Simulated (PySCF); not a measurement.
**C₂H₁₀O₂SSi₂: electronic excitations**

Wanted: the electronic excitations of C₂H₁₀O₂SSi₂ (`CO[Si@@H](O[SiH3])SC`), by calculation.

Computed with PySCF 2.14.0, with density-fitted response routines of our own, on a single molecule in the gas phase. Atoms count from 0, in the outputs and in this text.

## (1) The starting structure

17 atoms, charge 0, multiplicity 1; geometry from: GFN2-xTB.

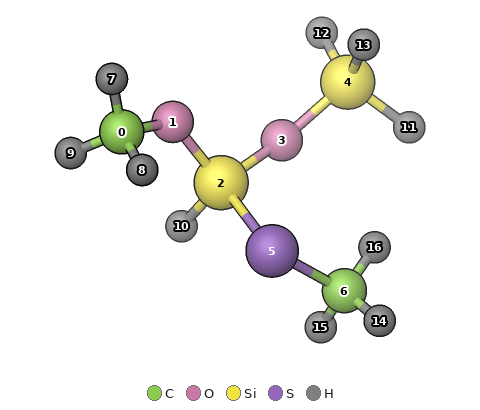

The starting geometry (carbon green, oxygen pink, silicon yellow, sulfur purple, hydrogen grey), atoms numbered; sticks join atoms by distance.

## (2) Ultraviolet spectrum: CAM-B3LYP/def2-SVPD

Job settings and geometry (Å):

```
{"job": {"kind": "uv", "xc": "CAM-B3LYP", "basis": "def2-SVPD", "nstates": 8, "ntriplets": 3}, "charge": 0, "multiplicity": 1}
C     -0.548892     2.987381     0.432988
O      0.241308     1.892672     0.068074
Si    -0.239599     0.423799    -0.377344
O      1.059173    -0.519059    -0.378391
Si     2.391281    -1.181759     0.276390
S     -1.678610    -0.303687     1.028640
C     -1.606169    -2.083841     0.660457
H      0.090166     3.701061     0.952920
H     -1.363805     2.677850     1.089861
H     -0.970842     3.458727    -0.457296
H     -0.758032     0.343905    -1.732899
H      2.101785    -2.617521     0.277662
H      3.474896    -0.818095    -0.629076
H      2.592918    -0.679141     1.632523
H     -2.193192    -2.589479     1.419244
H     -2.026645    -2.267997    -0.322737
H     -0.572738    -2.412788     0.698536
```

Method: TDDFT CAM-B3LYP/def2-SVPD, vertical, gas phase, core orbitals frozen in the response.

Started as:

```bash
OMP_NUM_THREADS=1 python probes_run.py task.json out
```

One launch serves the whole session: the jobs run in the order shown.

The program printed:

```text
coarse grid: 15416 points
cycle   1  E = -1209.1219223198  dE =  7.885e-01  |g| = 9.299e-01  |ddm| = 6.084e+00
cycle   2  E = -1209.0021768136  dE =  1.197e-01  |g| = 1.252e+00  |ddm| = 2.616e+00
cycle   3  E = -1209.2868741980  dE = -2.847e-01  |g| = 7.138e-02  |ddm| = 1.236e+00
cycle   4  E = -1209.2879944700  dE = -1.120e-03  |g| = 3.171e-02  |ddm| = 2.202e-01
cycle   5  E = -1209.2882789242  dE = -2.845e-04  |g| = 7.028e-03  |ddm| = 8.747e-02
cycle   6  E = -1209.2882882972  dE = -9.373e-06  |g| = 3.197e-03  |ddm| = 1.214e-02
cycle   7  E = -1209.2882902720  dE = -1.975e-06  |g| = 6.095e-04  |ddm| = 3.962e-03
final grid: 134152 points
cycle   8  E = -1209.4489324613  dE = -2.474e-05  |g| = 3.084e-03  |ddm| = 6.311e-02
cycle   9  E = -1209.4489326347  dE = -1.734e-07  |g| = 3.177e-03  |ddm| = 1.081e-02
cycle  10  E = -1209.4489346980  dE = -2.063e-06  |g| = 3.994e-04  |ddm| = 3.862e-03
cycle  11  E = -1209.4489347290  dE = -3.102e-08  |g| = 1.560e-04  |ddm| = 7.310e-04
cycle  12  E = -1209.4489347343  dE = -5.320e-09  |g| = 3.551e-05  |ddm| = 3.167e-04
cycle  13  E = -1209.4489347347  dE = -3.770e-10  |g| = 9.462e-06  |ddm| = 9.930e-05
converged SCF energy = -1209.4489347347

Static polarisability (au): isotropic 100.548, principal 87.923 103.204 110.517

Singlet excitations
state   eV       nm        f      main configurations
  1   5.6394    219.9   0.00037   H->L 0.61, H->L+1 0.19
  2   6.5158    190.3   0.04668   H->L+1 0.40, H->L+3 0.27, H->L+2 0.11
  3   6.9429    178.6   0.00709   H-1->L 0.24, H->L+3 0.20, H->L 0.12
  4   7.0691    175.4   0.02023   H-1->L 0.38, H->L+3 0.19, H-1->L+1 0.10
  5   7.2329    171.4   0.01164   H->L+4 0.34, H->L+2 0.27, H->L+5 0.10
  6   7.4215    167.1   0.02066   H->L+4 0.23, H->L+6 0.18, H->L+9 0.16
  7   7.5628    163.9   0.00661   H-1->L+1 0.46, H-1->L 0.14, H-2->L 0.10
  8   7.6874    161.3   0.02232   H->L+10 0.23, H->L+2 0.17, H->L+4 0.16

Triplet excitations (Tamm-Dancoff, eV): 5.2276 6.2360 6.4790
```

It took 2.9 min on 1 thread of Intel Xeon at 2.50GHz, shared host; peak memory 1.2 GiB.

Frontier orbitals and where they lie:

| orbital | eV | atoms |
| --- | --- | --- |
| HOMO−3 | -10.48 | O3 34 %, Si4 25 %, H11 17 % |
| HOMO−2 | -10.21 | O1 39 %, O3 12 %, C0 11 % |
| HOMO−1 | -9.31 | S5 40 %, O1 14 %, Si2 13 % |
| HOMO | -8.22 | S5 72 %, C6 11 %, Si2 8 % |
| LUMO | 0.87 | S5 26 %, Si4 16 %, C6 10 % |
| LUMO+1 | 1.09 | S5 18 %, Si2 15 %, Si4 13 % |
| LUMO+2 | 1.31 | Si4 40 %, S5 12 %, H13 9 % |

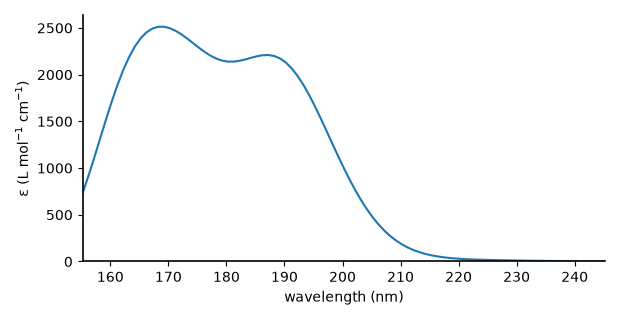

Absorption spectrum: each of the 8 states is a Gaussian band of 0.4 eV half-width at 1/e. Beyond the last state computed it falls off for lack of states.

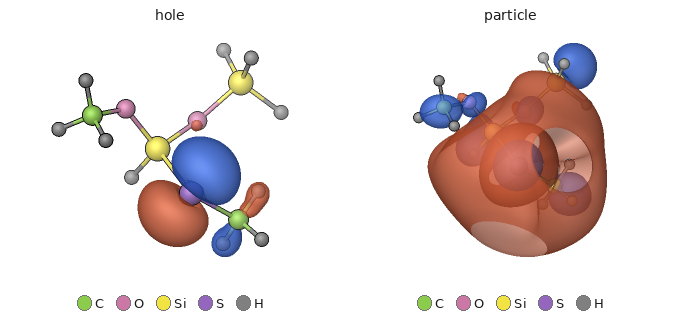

Leading natural transition orbitals of singlet state 2: the electron leaves the hole (left) for the particle orbital (right).

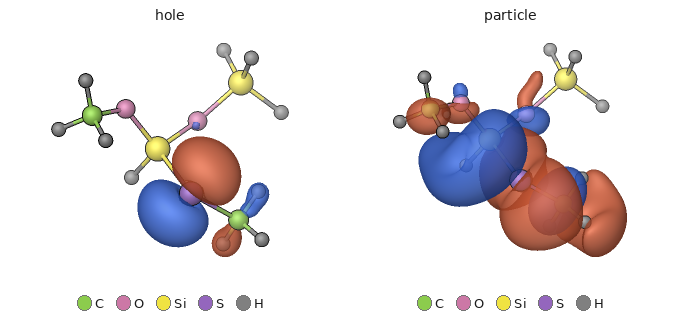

Leading natural transition orbitals of singlet state 1: the electron leaves the hole (left) for the particle orbital (right).

Ground-state properties from the same run:

| property | computed |
| --- | --- |
| dipole moment (D) | 0.27 |
| polarisability (Å³) | 14.90 |
| HOMO–LUMO gap (eV) | 9.09 |
| −ε(HOMO) (eV) | 8.22 |

Orbitals, density, ELF and potential are computed afterwards from the orbital file.

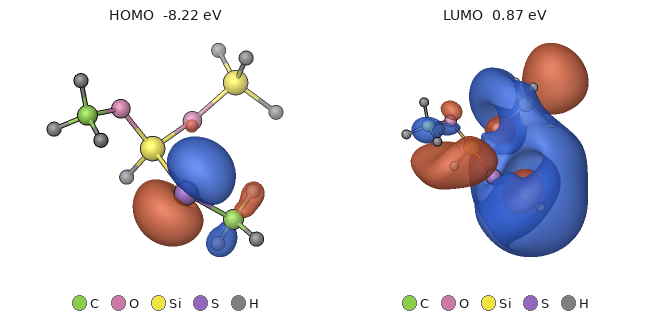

CAM-B3LYP/def2-SVPD orbitals near the gap, drawn at the value that encloses 70 % of each; the two colours are the two signs.

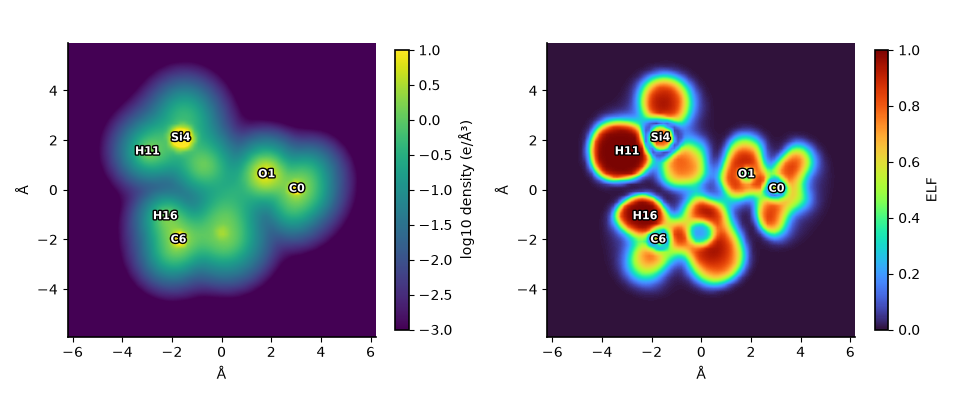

Density (left) and ELF (right) in a plane through or near 6 of the atoms.

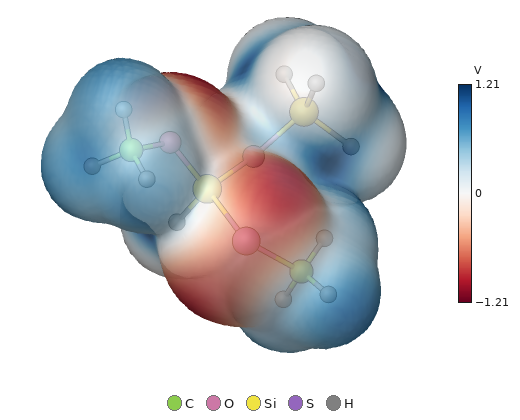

Electrostatic potential on the surface of density 0.002 e/bohr³; red is low, blue high. It runs from -0.98 V near O1 to 1.21 V near H13.

## (3) What came out

| quantity | value |
| --- | --- |
| lowest singlet (CAM-B3LYP/def2-SVPD) | 5.64 eV (220 nm), f = 0.000 |
| brightest single state of those computed | state 2, 6.52 eV, f = 0.047 |
| lowest triplet | 5.23 eV |
| surface potential, least and greatest | -0.98 V and 1.21 V |

**Reading.** The lowest singlet, at 5.64 eV, is HOMO→LUMO 0.61, HOMO→LUMO+1 0.19 and is dark; of the 8 states computed, the strongest absorption comes from state 2 at 6.52 eV. The lowest triplet lies 0.41 eV below the lowest singlet (triplets in Tamm-Dancoff, singlets in full TDDFT).
